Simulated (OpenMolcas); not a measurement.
**GeClF (SMILES [F][Ge][Cl]): a chain of runs**

Aim: the energy (HF/ANO-R0), then the energy (CASSCF(2,2)/ANO-R1), then an energy scan (CASPT2(2,2)/ANO-R1), then an energy scan (SC-NEVPT2(2,2)/ANO-R1), then the energy along one coordinate (MC-PDFT[tPBE](2,2)/ANO-R1) of GeClF. 

The calculation is run with OpenMolcas 26.06.

## Step 1: Starting point

The species is GeClF (3 atoms), meant as a singlet with charge 0. As SMILES, `[F][Ge][Cl]`. Geometry: relaxed at PBE0-D4/def2-TZVP.

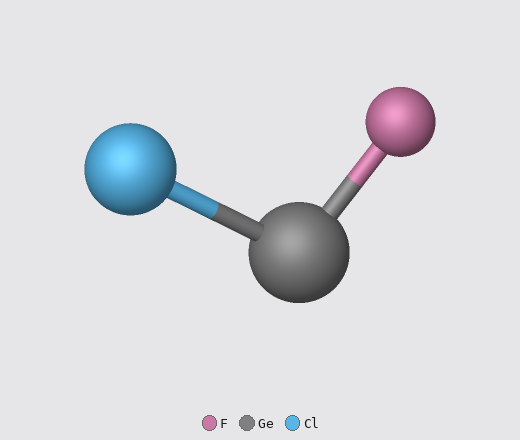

Viewed from a chosen angle; fluorine pink, germanium grey, chlorine blue.

## Step 2: The energy at HF/ANO-R0 (sfX2C) (run 1)

coord.xyz

```xyz
3

F      0.110400     1.418700     0.206200
Ge    -0.762800     0.035600    -0.410300
Cl     0.641600    -1.519100     0.191000
```

step1.inp

```
&GATEWAY
  Coord=coord.xyz
  Basis=ANO-R0
  Group=NoSym

&SEWARD

&SCF
  PrOrbitals=0

&LOCALISATION
  Occupied
  Freeze
  Pipek-Mezey

&LOCALISATION
  FileOrb=$Project.LocOrb
  Virtual
  Pipek-Mezey
```

On the command line:

```
$ export MOLCAS_MEM=1860
$ pymolcas step1.inp > step1.log
```

The log of the run:

```text
--- Start Module: gateway ---
[...]
--- Stop Module: gateway /rc=_RC_ALL_IS_WELL_ ---
[...]
      Basis functions           32
[...]
       Convergence after  12 Iterations
[...]
::    Total SCF energy                              -2657.4744168978
[...]
      Total spin, S                                     0.0000000000
[...]
      Total electronic charge=   58.000000
      Total            charge=   -0.000000
[...]
      Dipole Moment (debye):
      Origin of the operator (angstrom)=   -0.2491   -0.1840   -0.1543
                   X= -1.3399E+00               Y=  1.0390E+00               Z= -6.1956E-01           Total=  1.8052E+00
      Quadrupole Moment (debye*angstrom):
[...]
--- Start Module: localisation ---
[...]
--- Stop Module: localisation /rc=_RC_ALL_IS_WELL_ ---
--- Start Module: localisation ---
[...]
--- Stop Module: localisation /rc=_RC_ALL_IS_WELL_ ---
[...]
```

Run time: 2.5 s. Hardware: 1 thread of Intel Xeon 6975P-C (Granite Rapids), shared host; peak memory 0.41 GiB.

## Step 3: A single-point energy at CASSCF(2,2)/ANO-R1 (sfX2C, RICD fitting) (run 2)

coord.xyz is that of step 2.

step2.inp

```
* ClFGe CASSCF
>>> EXPORT MOLCAS_PRINT=2

&GATEWAY
  Coord=coord.xyz
  Basis=ANO-R0
  Group=NoSym

&SEWARD

&RASSCF
  FileOrb=$CurrDir/step1.LocOrb
  Alter=1
  1 30 31
  Spin=1
  Nactel=2 0 0
  Inactive=28
  Ras2=2
  OrbListing=Nothing
>>> COPY $Project.RunFile RUNFIL1
>>> COPY $Project.RasOrb INPORB

&GATEWAY
  Coord=coord.xyz
  Basis=ANO-R1
  Group=NoSym
  RICD

&SEWARD
>>> COPY $Project.RunFile RUNFIL2

&EXPBAS

&RASSCF
  FileOrb=$Project.ExpOrb
  Spin=1
  Nactel=2 0 0
  Inactive=28
  Ras2=2
  OrbListing=Nothing
  OrbAppear=Compact
```

On the command line:

```
$ export MOLCAS_MEM=1860
$ pymolcas step2.inp > step2.log
```

The log of the run:

```text
--- Start Module: gateway ---
[...]
--- Stop Module: gateway /rc=_RC_ALL_IS_WELL_ ---
[...]
      Basis functions           32
[...]
      Number of active orbitals                  2
[...]
      Spin quantum number                      0.0
[...]
      Active orbitals                            2
[...]
      Number of CSFs                             3
[...]
      Number of root(s) required                 1
[...]
      Convergence after 14 iterations
[...]
      printout of CI-coefficients larger than  0.05 for root  1
      energy=   -2657.484405
      conf/sym  11     Coeff  Weight
             1  20   0.99311 0.98627
             3  02  -0.11719 0.01373
      Natural orbitals and occupation numbers for root  1
      sym 1:   1.972533   0.027467
      ************************************************************************************************************************
      *                                                    Final results                                                     *
[...]
::    RASSCF root number  1 Total energy:  -2657.48440508
[...]
      Basis functions           71
[...]
--- Start Module: expbas ---
[...]
--- Stop Module: expbas /rc=_RC_ALL_IS_WELL_ ---
--- Start Module: rasscf ---
[...]
      Convergence after 22 iterations
[...]
      Natural orbitals and occupation numbers for root  1
      sym 1:   1.987595   0.012405
      ************************************************************************************************************************
      *                                                    Final results                                                     *
[...]
::    RASSCF root number  1 Total energy:  -2657.73027995
[...]
      Total electronic charge=   58.000000
      Total            charge=   -0.000000
[...]
      Dipole Moment (debye):
      Origin of the operator (angstrom)=   -0.2491   -0.1840   -0.1543
                   X= -2.2018E+00               Y= -3.5082E-01               Z= -1.2307E+00           Total=  2.5467E+00
      Quadrupole Moment (debye*angstrom):
[...]
--- Stop Module: rasscf /rc=_RC_ALL_IS_WELL_ ---
[...]
```

Run time: 11 s. Hardware: 1 thread of Intel Xeon 6975P-C (Granite Rapids), shared host; peak memory 0.41 GiB.

## Step 4: The energy along one coordinate at CASPT2(2,2)/ANO-R1 (sfX2C, RICD fitting, ipea shift 0.25 Eh, pt2 variant SS) (run 3)

step3.inp

```
* ClFGe CASPT2
>>> COPY $CurrDir/step2.RasOrb $Project.RasOrb
>>> ForEach K in (1, 2, 3, 4, 5, 6, 7, 8, 9)

&gateway
  coord=$CurrDir/point$K.xyz
  basis=ANO-R1
  group=NoSym
  ricd

&seward

&rasscf
  fileorb=$Project.RasOrb
  spin=1
  nactel=2 0 0
  inactive=28
  ras2=2
  orblisting=Nothing
  orbappear=Compact

&caspt2
  imaginary=0.2
  frozen=15
>>> EndDo
```

On the command line:

```
$ export MOLCAS_MEM=1860
$ pymolcas step3.inp > step3.log
```

The log of the run:

```text
[...]
      Basis functions           71
[...]
      Number of active orbitals                  2
[...]
      Spin quantum number                      0.0
[...]
      Active orbitals                            2
[...]
      Number of CSFs                             3
[...]
      Number of root(s) required                 1
[...]
      Convergence after 12 iterations
[...]
      Natural orbitals and occupation numbers for root  1
      sym 1:   1.992646   0.007354
      ************************************************************************************************************************
      *                                                    Final results                                                     *
[...]
::    RASSCF root number  1 Total energy:  -2657.70944740
[...]
::    CASPT2 Root  1     Total energy:  -2658.48147679
[...]
      Convergence after 15 iterations
[...]
      Natural orbitals and occupation numbers for root  1
      sym 1:   1.987588   0.012412
      ************************************************************************************************************************
      *                                                    Final results                                                     *
[...]
      Convergence after 16 iterations
[...]
      Natural orbitals and occupation numbers for root  1
      sym 1:   1.701874   0.298126
      ************************************************************************************************************************
      *                                                    Final results                                                     *
[...]
      Convergence after 22 iterations
[...]
      Natural orbitals and occupation numbers for root  1
      sym 1:   1.343707   0.656293
      ************************************************************************************************************************
      *                                                    Final results                                                     *
[...]
      Convergence after 25 iterations
[...]
      Natural orbitals and occupation numbers for root  1
      sym 1:   1.102134   0.897866
      ************************************************************************************************************************
      *                                                    Final results                                                     *
[...]
::    RASSCF root number  1 Total energy:  -2657.60499366
[...]
::    CASPT2 Root  1     Total energy:  -2658.35203488
[...]
      Convergence after 27 iterations
[...]
::    RASSCF root number  1 Total energy:  -2657.60457779
[...]
::    CASPT2 Root  1     Total energy:  -2658.35116219
[...]
```

Run time: 82 s. Hardware: 1 thread of Intel Xeon 6975P-C (Granite Rapids), shared host; peak memory 0.16 GiB.

The scan, from its lowest point:

```csv
Cl3–Ge2 (Å),energy (kJ/mol)
1.962,45.7
2.180,0.0
2.398,28.8
2.725,109.8
3.161,219.1
3.705,316.7
4.359,370.8
5.231,385.6
6.539,387.9
```

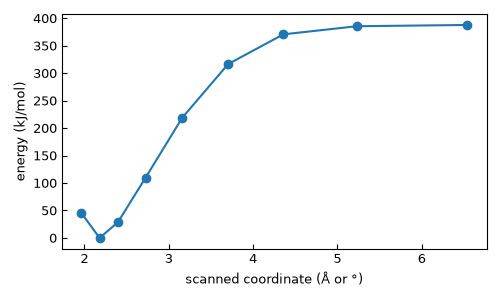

Energy along the scan.

## Step 5: An energy scan at SC-NEVPT2(2,2)/ANO-R1 (sfX2C, RICD fitting, pt2 variant SC-NEVPT2) (run 4)

step4.input

```
* ClFGe NEVPT2
>>> EXPORT MOLCAS_PRINT=2
>>> COPY $CurrDir/step2.RasOrb $Project.RasOrb
>>> ForEach K in (1, 2, 3, 4, 5, 6, 7, 8, 9)

&GATEWAY
  Coord=$CurrDir/point$K.xyz
  Basis=ANO-R1
  Group=NoSym
  RICD

&SEWARD

&RASSCF
  FileOrb=$Project.RasOrb
  Spin=1
  Nactel=2 0 0
  Inactive=28
  Ras2=2
  OrbListing=Nothing
  OrbAppear=Compact

&CASPT2
  SC-NEVPT2
  Frozen=15
>>> EndDo
```

On the command line:

```
$ export MOLCAS_MEM=1860
$ pymolcas step4.input > step4.log
```

The log of the run:

```text
[...]
      Basis functions           71
[...]
      Number of active orbitals                  2
[...]
      Spin quantum number                      0.0
[...]
      Active orbitals                            2
[...]
      Number of CSFs                             3
[...]
      Number of root(s) required                 1
[...]
      Convergence after 12 iterations
[...]
      printout of CI-coefficients larger than  0.05 for root  1
      energy=   -2657.709447
      conf/sym  11     Coeff  Weight
             1  20   0.99816 0.99632
             3  02  -0.06064 0.00368
      Natural orbitals and occupation numbers for root  1
      sym 1:   1.992646   0.007354
      ************************************************************************************************************************
      *                                                    Final results                                                     *
[...]
::    RASSCF root number  1 Total energy:  -2657.70944740
[...]
      E2 (Variational):          -0.7646090042
[...]
::    SC-NEVPT2 Root  1     Total energy:  -2658.47394538
[...]
      Convergence after 15 iterations
[...]
      Natural orbitals and occupation numbers for root  1
      sym 1:   1.987588   0.012412
      ************************************************************************************************************************
      *                                                    Final results                                                     *
[...]
      Convergence after 16 iterations
[...]
      Natural orbitals and occupation numbers for root  1
      sym 1:   1.701874   0.298126
      ************************************************************************************************************************
      *                                                    Final results                                                     *
[...]
      Convergence after 22 iterations
[...]
      Natural orbitals and occupation numbers for root  1
      sym 1:   1.343707   0.656293
      ************************************************************************************************************************
      *                                                    Final results                                                     *
[...]
      Convergence after 25 iterations
[...]
::    RASSCF root number  1 Total energy:  -2657.60499366
[...]
::    SC-NEVPT2 Root  1     Total energy:  -2658.35088056
[...]
      Convergence after 27 iterations
[...]
::    RASSCF root number  1 Total energy:  -2657.60457779
[...]
      E2 (Variational):          -0.7454768971
[...]
      Reference weight:           0.86362
[...]
::    SC-NEVPT2 Root  1     Total energy:  -2658.35005469
[...]
```

Wall time 79 s (1 thread of Intel Xeon 6975P-C (Granite Rapids), shared host); peak memory 0.16 GiB.

The scan, from its lowest point:

```csv
Cl3–Ge2 (Å),energy (kJ/mol)
1.962,51.0
2.180,0.0
2.398,13.6
2.725,91.4
3.161,202.3
3.705,303.9
4.359,359.7
5.231,374.1
6.539,376.3
```

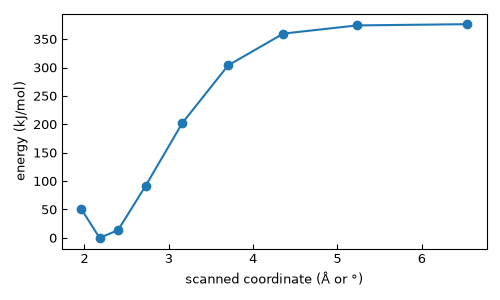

Energy along the scan.

## Step 6: The energy along one coordinate at MC-PDFT[tPBE](2,2)/ANO-R1 (sfX2C, RICD fitting) (run 5)

step5.inp

```
>>> EXPORT MOLCAS_PRINT=2
>>> COPY $CurrDir/step2.RasOrb $Project.RasOrb
>>> ForEach K in (1, 2, 3, 4, 5, 6, 7, 8, 9)
&gateway
coord=$CurrDir/point$K.xyz
basis=ANO-R1
group=NoSym
ricd
&seward
&rasscf
fileorb=$Project.RasOrb
spin=1
nactel=2 0 0
inactive=28
ras2=2
orblisting=Nothing
orbappear=Compact
&mcpdft
ksdft=T:PBE
>>> EndDo
```

On the command line:

```
$ export MOLCAS_MEM=1860
$ pymolcas step5.inp > step5.log
```

The log of the run:

```text
--- Start Module: gateway ---
[...]
      Basis functions           71
[...]
      Number of active orbitals                  2
[...]
      Spin quantum number                      0.0
[...]
      Active orbitals                            2
[...]
      Number of CSFs                             3
[...]
      Number of root(s) required                 1
[...]
      Convergence after 12 iterations
[...]
      printout of CI-coefficients larger than  0.05 for root  1
      energy=   -2657.709447
      conf/sym  11     Coeff  Weight
             1  20   0.99816 0.99632
             3  02  -0.06064 0.00368
      Natural orbitals and occupation numbers for root  1
      sym 1:   1.992646   0.007354
      ************************************************************************************************************************
      *                                                    Final results                                                     *
[...]
::    RASSCF root number  1 Total energy:  -2657.70944740
[...]
::    MCPDFT root number  1 Total energy:  -2659.91359365
[...]
      Convergence after 15 iterations
[...]
      Natural orbitals and occupation numbers for root  1
      sym 1:   1.987588   0.012412
      ************************************************************************************************************************
      *                                                    Final results                                                     *
[...]
      Convergence after 16 iterations
[...]
      Natural orbitals and occupation numbers for root  1
      sym 1:   1.701874   0.298126
      ************************************************************************************************************************
      *                                                    Final results                                                     *
[...]
      Convergence after 22 iterations
[...]
      Natural orbitals and occupation numbers for root  1
      sym 1:   1.343707   0.656293
      ************************************************************************************************************************
      *                                                    Final results                                                     *
[...]
      Convergence after 25 iterations
[...]
::    RASSCF root number  1 Total energy:  -2657.60499366
[...]
::    MCPDFT root number  1 Total energy:  -2659.77456017
[...]
      Convergence after 27 iterations
[...]
::    RASSCF root number  1 Total energy:  -2657.60457779
[...]
      Total electronic charge=   58.000000
      Total            charge=   -0.000000
[...]
::    MCPDFT root number  1 Total energy:  -2659.77338914
[...]
```

Run time: 83 s. Hardware: 1 thread of Intel Xeon 6975P-C (Granite Rapids), shared host; peak memory 0.16 GiB.

The scan, from its lowest point:

```csv
Cl3–Ge2 (Å),energy (kJ/mol)
1.962,53.4
2.180,0.0
2.398,19.3
2.725,92.0
3.161,192.6
3.705,299.3
4.359,391.0
5.231,418.4
6.539,421.5
```

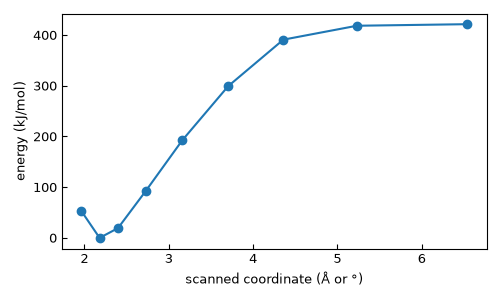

Energy along the scan.

## Step 7: What came out

```
                                                   quantity           value
                             run 1, HF/ANO-R0: total energy  -2657.47442 Eh
                            run 1, HF/ANO-R0: dipole moment          1.81 D
                              run 1, HF/ANO-R0: HOMO energy        -9.58 eV
                              run 1, HF/ANO-R0: LUMO energy         0.94 eV
                            run 1, HF/ANO-R0: HOMO–LUMO gap        10.52 eV
                    run 2, CASSCF(2,2)/ANO-R1: total energy  -2657.73028 Eh
  run 2, CASSCF(2,2)/ANO-R1: dipole moment (CASSCF density)          2.55 D
       run 3, CASPT2(2,2)/ANO-R1: lowest energy of the scan  -2658.49889 Eh
    run 4, SC-NEVPT2(2,2)/ANO-R1: lowest energy of the scan  -2658.49337 Eh
run 5, MC-PDFT[tPBE](2,2)/ANO-R1: lowest energy of the scan  -2659.93392 Eh
```

In words: Mulliken charges (run 1, HF/ANO-R0) run from -0.32 on F1 to +0.63 on Ge2. Mulliken charges (run 2, CASSCF(2,2)/ANO-R1) run from -0.47 on F1 to +0.76 on Ge2.
